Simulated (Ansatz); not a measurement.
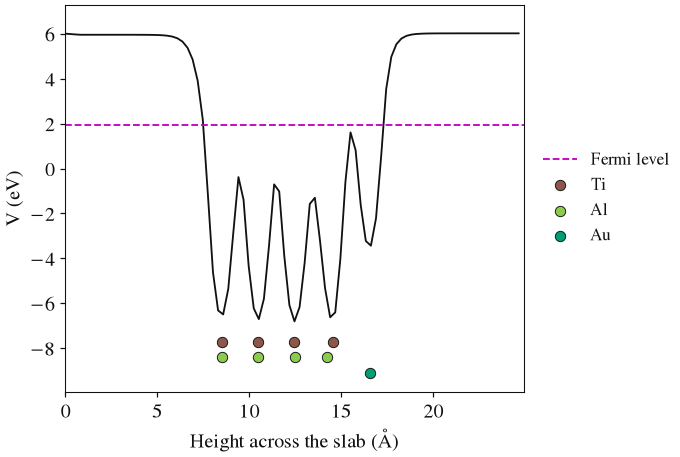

Plane-averaged electrostatic potential energy of an electron across the slab; circles at the bottom mark the heights of the atoms (positions after relaxation).

Calculation on a (110) slab cut from TiAl (P4/mmm), of composition Ti₄Al₄Au (not the bulk's), ended by TiAl planes, 9 atoms in the cell; a = 3.95 Å, b = 4.04 Å, c = 24.93 Å, α = 90.00°, β = 90.00°, γ = 90.00°.

Method: DFT PBEsol, scalar-relativistic, plane waves, PAW, no spin polarisation, 7×7×1 k mesh (Ansatz 0.2.0).

### Read off the work function of each face.

The work function is 4.10 eV at the right face and 4.04 eV at the left.

### Do the two faces differ, and what does that say about the slab's dipole?

The vacuum levels differ by 0.06 eV, so the slab carries a dipole along its normal. Some atoms were held fixed in the relaxation, which can itself make the faces differ.

### How thick are slab and vacuum?

The outermost atoms are 8.0 Å apart, which leaves 16.9 Å of vacuum in a cell 24.9 Å high.

Spin-orbit coupling is left out, which matters for Au.
